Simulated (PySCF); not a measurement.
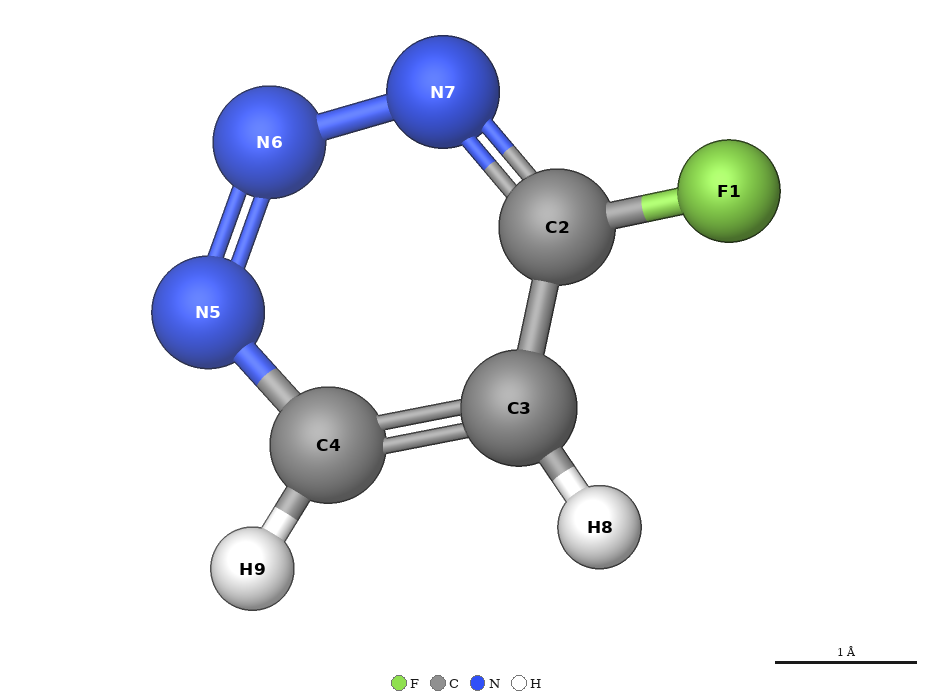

The atoms are numbered. Geometry: a frame of a GFN2-xTB molecular-dynamics simulation, not a minimum.

**Describe the coordination of atom 5.**

N5 has 2 neighbours (C4 at 1.31, N6 at 1.28 Å); the arrangement is bent.

**How are the neighbours of atom 3 arranged?**

C3 has 3 neighbours (C2 at 1.32, C4 at 1.42, H8 at 1.03 Å); the arrangement is trigonal planar.

**How are the neighbours of atom 4 arranged?**

C4 has 3 neighbours (C3 at 1.42, N5 at 1.31, H9 at 1.03 Å); the arrangement is trigonal planar.

**Describe the coordination of atom 6.**

N6 has 2 neighbours (N5 at 1.28, N7 at 1.31 Å); the arrangement is bent.

**What is the dihedral angle N7–C2–C3–C4?**

3° in size, that is syn (eclipsed).
